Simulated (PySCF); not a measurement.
# A diatomic session: InF

What are the lowest state that PBE0 finds, the bond length, vibrational wavenumber and bond energy of InF, and how much do these hang on the method?

Method: In x2c-SVPall, F x2c-SVPall, spin-free X2C with a Gaussian nucleus; program: PySCF 2.14.0.

## Step 1: The job

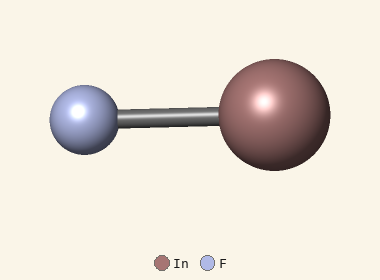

The two atoms at the starting distance (indium brown, fluorine light blue).

Settings of the job:

* atoms: In, F
* charge: 0
* basis: In x2c-SVPall, F x2c-SVPall
* Hamiltonian: spin-free X2C with a Gaussian nucleus
* basis functions: 50
* electrons treated: 58
* masses in u: 114.9039, 18.9984
* levels: PBE0, PBE, r²SCAN, LDA, r²SCAN0, M06-2X, HF, MP2, SCS-MP2, CCSD, CCSD(T)
* grid: 80 radial by 434 angular points
* occupations: held fixed by the projection of orbital angular momentum
* dissociation limit: In + F, each in its ground configuration
* starting distance in angstrom: 2.005
* values of 2S to try: 0, 2

Launch:

```bash
$ OMP_NUM_THREADS=1 python dia.py task.json out
```

Further steps of the session: PBE0 along the bond; Other states along the same grid; PBE; r²SCAN (meta-GGA); LDA (local density); r²SCAN0 (hybrid meta-GGA); M06-2X (hybrid meta-GGA); RHF (mean field); Adding correlation.

What does the calculation give? Wanted: for each run, Re; ωe; De; μ.

**Answer**, as computed:

Lowest PBE0 solution found, without spin–orbit coupling: ¹Σ⁺ (singlet), closed shell. State 2 has its PBE0 minimum 3.72 eV higher. The other levels ran on the lowest alone.

```csv
level,Re (Å),ωe (cm⁻¹),De (eV),μ (D)
RHF,1.977,592,3.57,-3.00
RHF-MP2,1.983,591,5.39,n/a
RHF-SCS-MP2,1.986,587,5.22,n/a
RHF-CCSD,1.986,586,4.99,n/a
RHF-CCSD(T),1.988,583,5.07,n/a
LDA,1.968,594,6.57,-2.40
PBE,2.002,558,5.77,-2.53
r²SCAN,1.984,581,5.51,-2.59
PBE0,1.983,581,5.35,-2.75
r²SCAN0,1.973,594,5.17,-2.76
M06-2X,1.984,585,5.23,-3.05
```

De is counted to In + F in their ground configurations. A positive dipole means In(−)F(+).

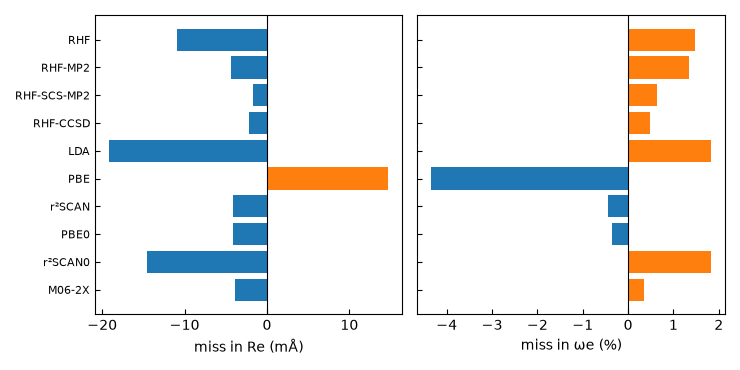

Differences in bond length and wavenumber from CCSD(T) in the same basis.

Against CCSD(T) in the same basis, the bond length is nearest at RHF-SCS-MP2 and RHF-CCSD (-2 mÅ) and farthest at LDA (-19 mÅ); the wavenumber is nearest at PBE0 (-0.3 %) and farthest at PBE (-4.3 %). Hartree–Fock falls on the short and stiff side, its usual fault. PBE has the long and soft bond that GGAs tend to give. CCSD(T) in a basis this small is itself some way from its limit, more so than the functionals. Of the levels with a De here, RHF gives the least (3.57 eV) and LDA the most (6.57 eV).

Correlated steps freeze 19 core orbitals. Spin–orbit coupling is left out, which matters for elements this heavy, above all for dissociation energies.
